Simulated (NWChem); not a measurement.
# CH3Cl (chloromethane): TPSS0/def2-TZVP (SMD dmso), part 2 of 2

NWChem 7.3.0. Earlier steps stand in the parts before.

## Step 3: The doublet cation

File sp.nw:

```
echo
start sp
title "CH3Cl"
memory total 2200 mb
charge 1

geometry units angstrom noautosym nocenter noautoz
   C    -0.120900    0.010000    0.051300
   Cl    1.469400   -0.290800   -0.672500
   H    -0.284800   -0.715400    0.844700
   H    -0.880000   -0.097100   -0.720100
   H    -0.133800    1.019700    0.455100
end

basis spherical bse
   * library def2-TZVP
end

cosmo
   do_cosmo_smd true
   solvent dmso
end

dft
   xc xtpss03 0.75 ctpss03 1.0 hfexch 0.25
   mult 2
   grid medium
   maxiter 150
end

property
   mulliken
   esp
   electrondensity
   efieldgrad
   moldenfile
   molden_norm janpa
end

task dft property
```

Run with:

```console
$ nwchem sp.nw > sp.out
```

Log:

```text
============================== echo of input deck ==============================
echo
start sp
title "CH3Cl"
memory total 2200 mb
charge 1

geometry units angstrom noautosym nocenter noautoz
   C    -0.120900    0.010000    0.051300
   Cl    1.469400   -0.290800   -0.672500
   H    -0.284800   -0.715400    0.844700
   H    -0.880000   -0.097100   -0.720100
   H    -0.133800    1.019700    0.455100
end

basis spherical bse
   * library def2-TZVP
end

cosmo
   do_cosmo_smd true
   solvent dmso
end

dft
   xc xtpss03 0.75 ctpss03 1.0 hfexch 0.25
   mult 2
   grid medium
   maxiter 150
end

property
   mulliken
   esp
   electrondensity
   efieldgrad
   moldenfile
   molden_norm janpa
end

task dft property
================================================================================

             Northwest Computational Chemistry Package (NWChem) 7.3.0
             --------------------------------------------------------

           Job information
           ---------------

    nwchem branch   = 7.3.0
    use scalapack   = T
    input           = sp.nw
    prefix          = sp.
    data base       = ./sp.db
    status          = startup
    nproc           =        1

           Memory information
           ------------------

    heap     =     72089596 doubles =      550.0 Mbytes
    stack    =     72089601 doubles =      550.0 Mbytes
    global   =    144179200 doubles =     1100.0 Mbytes (distinct from heap & stack)
    total    =    288358397 doubles =     2200.0 Mbytes
    verify   = yes
    hardfail = no

           Directory information
           ---------------------

  0 permanent = .
  0 scratch   = .

                                NWChem Input Module
                                -------------------

                                       CH3Cl
                                       -----

 Scaling coordinates for geometry "geometry" by  1.889725989
 (inverse scale =  0.529177249)

                             Geometry "geometry" -> ""
                             -------------------------

 Output coordinates in angstroms (scale by  1.889725989 to convert to a.u.)

  No.       Tag          Charge          X              Y              Z
 ---- ---------------- ---------- -------------- -------------- --------------
    1 C                    6.0000    -0.12090000     0.01000000     0.05130000
    2 Cl                  17.0000     1.46940000    -0.29080000    -0.67250000
    3 H                    1.0000    -0.28480000    -0.71540000     0.84470000
    4 H                    1.0000    -0.88000000    -0.09710000    -0.72010000
    5 H                    1.0000    -0.13380000     1.01970000     0.45510000

      Atomic Mass
      -----------

      C                 12.000000
      Cl                34.968850
      H                  1.007825

 Effective nuclear repulsion energy (a.u.)      51.5382908867

            Nuclear Dipole moment (a.u.)
            ----------------------------
        X                 Y               Z
 ---------------- ---------------- ----------------
    43.3801718486    -8.8371146130   -19.9271605496

            XYZ format geometry
            -------------------
     5
 geometry
 C                    -0.12090000     0.01000000     0.05130000
 Cl                    1.46940000    -0.29080000    -0.67250000
 H                    -0.28480000    -0.71540000     0.84470000
 H                    -0.88000000    -0.09710000    -0.72010000
 H                    -0.13380000     1.01970000     0.45510000

 ==============================================================================
                                internuclear distances
 ------------------------------------------------------------------------------
       center one      |      center two      | atomic units |  angstroms
 ------------------------------------------------------------------------------
    2 Cl               |   1 C                |     3.35043  |     1.77297
    3 H                |   1 C                |     2.05499  |     1.08745
    4 H                |   1 C                |     2.05517  |     1.08755
    5 H                |   1 C                |     2.05513  |     1.08753
 ------------------------------------------------------------------------------
                         number of included internuclear distances:          4
 ==============================================================================

 ==============================================================================
                                 internuclear angles
 ------------------------------------------------------------------------------
        center 1       |       center 2       |       center 3       |  degrees
 ------------------------------------------------------------------------------
    2 Cl               |   1 C                |   3 H                |   108.65
    2 Cl               |   1 C                |   4 H                |   108.65
    2 Cl               |   1 C                |   5 H                |   108.65
    3 H                |   1 C                |   4 H                |   110.28
    3 H                |   1 C                |   5 H                |   110.28
    4 H                |   1 C                |   5 H                |   110.27
 ------------------------------------------------------------------------------
                            number of included internuclear angles:          6
 ==============================================================================

[... 12 lines left out ...]
  convergence criterion.
[... 95 lines left out ...]
  convergence criterion.
[... 15 lines left out ...]
          Convergence on energy requested:  1.00D-07
          Convergence on density requested:  1.00D-05
          Convergence on gradient requested:  5.00D-04
[... 19 lines left out ...]
          Spatial weights used:  Erf1
[... 1 line left out ...]
          Convergence Information
[... 1 line left out ...]
          Convergence aids based upon iterative change in
          total energy or number of iterations.
[... 45 lines left out ...]
   convergence    iter        energy       DeltaE   RMS-Dens  Diis-err    time
[... 18 lines left out ...]
   convergence    iter        energy       DeltaE   RMS-Dens  Diis-err    time
[... 8 lines left out ...]
         Total DFT energy =     -499.838651341097
      One electron energy =     -777.161485947593
           Coulomb energy =      265.430202916055
    Exchange-Corr. energy =      -34.468854576129
 Nuclear repulsion energy =       51.538290886730
[... 1 line left out ...]
             COSMO energy =       -5.176804620160
[... 10 lines left out ...]
                               delta internal energy  =         0.001134734909 (    0.71 kcal/mol)
[... 6 lines left out ...]
                    DFT Final Alpha Molecular Orbital Analysis
[... 613 lines left out ...]
                     DFT Final Beta Molecular Orbital Analysis
[... 767 lines left out ...]
          ---------------------------------------------
          Electrostatic potential/diamagnetic shielding
          ---------------------------------------------

 1 a.u. = 9.07618 esu/cm ( or statvolts )
   Point      X         Y         Z     Total Potential(a.u.)   Diamagnetic shielding(a.u.)
    1 C   -0.22847   0.01890   0.09694     -14.652734            20.965384
    2 Cl   2.77676  -0.54953  -1.27084     -64.250898            66.522238
    3 H   -0.53819  -1.35191   1.59625      -1.047094             8.152262
    4 H   -1.66296  -0.18349  -1.36079      -0.999413             8.097222
    5 H   -0.25285   1.92695   0.86001      -1.008915             8.109332

          -----------------------
          Electric field gradient
          -----------------------

 1 a.u. = 0.324123 10**(16) esu/cm**3  ( or statvolts/cm**2 ) = 0.97174 10**(22) v/m**2

 ------------------------------------------------------------
   Atom      X         Y         Z
 ------------------------------------------------------------
    1 C   -0.22847   0.01890   0.09694
 ------------------------------------------------------------

 Electric field gradient in molecular frame (a.u.)
         XX             YY             ZZ             XY             XZ             YZ
 ------------------------------------------------------------------------------------------
       -0.492961       0.346755       0.146206       0.115842       0.329776      -0.176608

 Principal components (a.u.) and orientation
 of principal axis w.r.t. absolute frame                      Asymmetry parameter eta
 --------------------------------------------------------------------------------------
       -0.663545       0.456096       0.207449                       0.374725

        0.898283      -0.098358       0.428268
       -0.173565       0.815955       0.551445
       -0.403686      -0.569686       0.715888

 ------------------------------------------------------------
   Atom      X         Y         Z
 ------------------------------------------------------------
    2 Cl   2.77676  -0.54953  -1.27084
 ------------------------------------------------------------

 Electric field gradient in molecular frame (a.u.)
         XX             YY             ZZ             XY             XZ             YZ
 ------------------------------------------------------------------------------------------
       -1.428038       1.982874      -0.554836      -1.101968      -0.508596      -3.671122

 Principal components (a.u.) and orientation
 of principal axis w.r.t. absolute frame                      Asymmetry parameter eta
 --------------------------------------------------------------------------------------
        4.659269      -3.674256      -0.985013                       0.577181

       -0.100795       0.431350       0.896536
        0.818101       0.548739      -0.172038
       -0.566173       0.716117      -0.408198

 ------------------------------------------------------------
   Atom      X         Y         Z
 ------------------------------------------------------------
    3 H   -0.53819  -1.35191   1.59625
 ------------------------------------------------------------

 Electric field gradient in molecular frame (a.u.)
         XX             YY             ZZ             XY             XZ             YZ
 ------------------------------------------------------------------------------------------
        0.123943      -0.049426      -0.074517      -0.030927       0.046551       0.207954

 Principal components (a.u.) and orientation
 of principal axis w.r.t. absolute frame                      Asymmetry parameter eta
 --------------------------------------------------------------------------------------
       -0.277861       0.150840       0.127021                       0.085723

       -0.135911       0.429855       0.892610
       -0.676931       0.617565      -0.400472
        0.723390       0.658664      -0.207048

 ------------------------------------------------------------
   Atom      X         Y         Z
 ------------------------------------------------------------
    4 H   -1.66296  -0.18349  -1.36079
 ------------------------------------------------------------

 Electric field gradient in molecular frame (a.u.)
         XX             YY             ZZ             XY             XZ             YZ
 ------------------------------------------------------------------------------------------
       -0.067486       0.154745      -0.087259      -0.023101      -0.210919      -0.031273

 Principal components (a.u.) and orientation
 of principal axis w.r.t. absolute frame                      Asymmetry parameter eta
 --------------------------------------------------------------------------------------
       -0.291855       0.159012       0.132843                       0.089663

        0.687079       0.078573       0.722322
        0.086061       0.978337      -0.188283
        0.721468      -0.191529      -0.665432

 ------------------------------------------------------------
   Atom      X         Y         Z
 ------------------------------------------------------------
    5 H   -0.25285   1.92695   0.86001
 ------------------------------------------------------------

 Electric field gradient in molecular frame (a.u.)
         XX             YY             ZZ             XY             XZ             YZ
 ------------------------------------------------------------------------------------------
        0.134912      -0.234865       0.099953      -0.001721       0.009048      -0.144879

 Principal components (a.u.) and orientation
 of principal axis w.r.t. absolute frame                      Asymmetry parameter eta
 --------------------------------------------------------------------------------------
       -0.288857       0.157577       0.131280                       0.091036

       -0.003652       0.371937       0.928251
        0.937026      -0.322915       0.133074
        0.349241       0.870281      -0.347336

          ---------------------
          Electron/spin density
          ---------------------

 1 a.u. = 4.80286 10**(-10) esu

 Total electron density
 ----------------------
   Point      X         Y         Z      Density (a.u.)
    1 C   -0.22847   0.01890   0.09694     122.269848
    2 Cl   2.77676  -0.54953  -1.27084    3103.096127
    3 H   -0.53819  -1.35191   1.59625       0.420658
    4 H   -1.66296  -0.18349  -1.36079       0.400020
    5 H   -0.25285   1.92695   0.86001       0.404454

 Total spin density
 ------------------
   Point      X         Y         Z      Density (a.u.)
    1 C   -0.22847   0.01890   0.09694      -0.026896
    2 Cl   2.77676  -0.54953  -1.27084       0.166006
    3 H   -0.53819  -1.35191   1.59625      -0.000499
    4 H   -1.66296  -0.18349  -1.36079       0.043617
    5 H   -0.25285   1.92695   0.86001       0.034602
 MOLDEN output will be written to the file ./sp.molden
  do_norm_janpa  T
  do_norm_nwchem  F
  molden scftype: UHF                  spinref:                     2

 Task  times  cpu:       35.8s     wall:       35.8s
 Total times  cpu:       35.9s     wall:       35.9s
```

Run time: 37 s. Hardware: 1 thread of INTEL XEON PLATINUM 8581C at 2.30GHz (Emerald Rapids), shared host; peak memory 0.24 GiB.

Atomic charges (e):

```tsv
atom	Mulliken
C1	-0.276
Cl2	+0.476
H3	+0.240
H4	+0.285
H5	+0.275
```

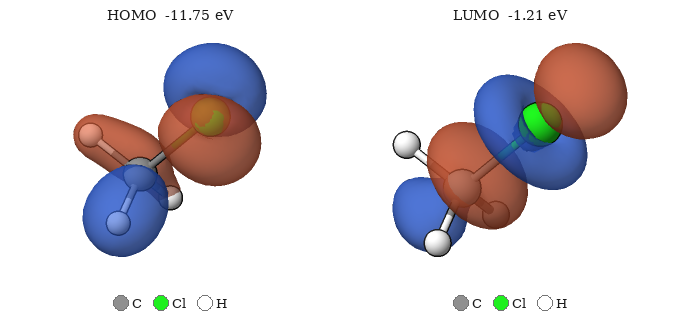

Frontier orbitals of this run (spin up), surfaces at ±0.2 Å^-3/2.

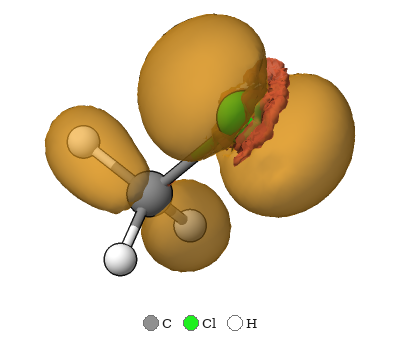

Spin density, surfaces at ±0.03 e/Å³.

## Step 4: Outcome

The summary covers parts 1 to 2.

At TPSS0/def2-TZVP (SMD dmso):

| quantity | value |
| --- | --- |
| singlet CH3Cl: total energy | -500.15002 Eh |
| singlet CH3Cl: dipole moment | 2.54 D |
| singlet CH3Cl: HOMO energy | -8.56 eV |
| singlet CH3Cl: LUMO energy | 1.22 eV |
| singlet CH3Cl: HOMO–LUMO gap | 9.77 eV |
| singlet CH3Cl: solvent term in the energy | -10.4 kJ/mol |
| doublet cation: total energy | -499.83865 Eh |
| doublet cation: HOMO energy (highest over α and β) | -11.45 eV |
| doublet cation: LUMO energy (lowest over α and β) | -8.41 eV |
| doublet cation: solvent term in the energy | -275.7 kJ/mol |
| doublet cation: ⟨S²⟩ | 0.755 |
| vertical ionisation energy (to the doublet cation) | 8.473 eV |

**Reading.** The vertical ionisation energy comes to 8.47 eV (195 kcal/mol). The continuum is in equilibrium with both charges, so this lies below a true vertical value in solution, where the slow polarisation stays frozen. −ε(HOMO) before ionisation, 8.56 eV, is 0.08 eV above this ionisation energy.
